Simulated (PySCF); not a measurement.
Molecule: SMILES B([SiH2][SiH2]C(=O)O)(O)O (CH7BO4Si2). Atoms near the plane z = 0.0 Å, at the GFN2-xTB optimised geometry (x, y, z in Å): C2 (1.7, 0.5, -0.3), O3 (1.1, 1.3, 0.6), Si4 (1.2, -1.4, 0.0), Si5 (-1.1, -1.4, 0.0), B6 (-1.8, 0.5, 0.0), O7 (-2.4, 1.2, 1.1), H9 (1.3, 2.2, 0.5), H11 (2.0, -2.1, -1.0).

Computed with CAM-B3LYP/def2-TZVP (PySCF 2.14.0). Cells within 0.4 Å of a nucleus heavier than hydrogen are left out (blank, or x). The values are rescaled to run from 0 to 1.

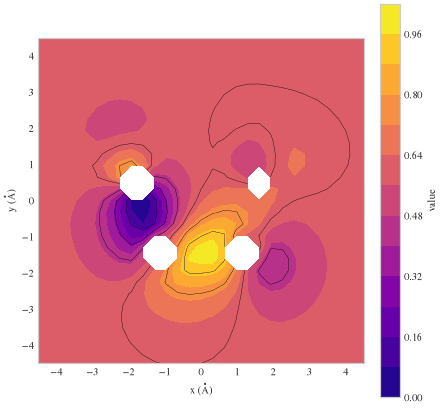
a field on the plane z = 0.0 Å.

**Question.** Which quantity is mapped?
(A) electron localisation function
(B) an orbital amplitude
(C) electrostatic potential
(D) Laplacian of the electron density

**Answer.** B, an orbital amplitude. In full: HOMO−1 amplitude (bohr^(-3/2)).
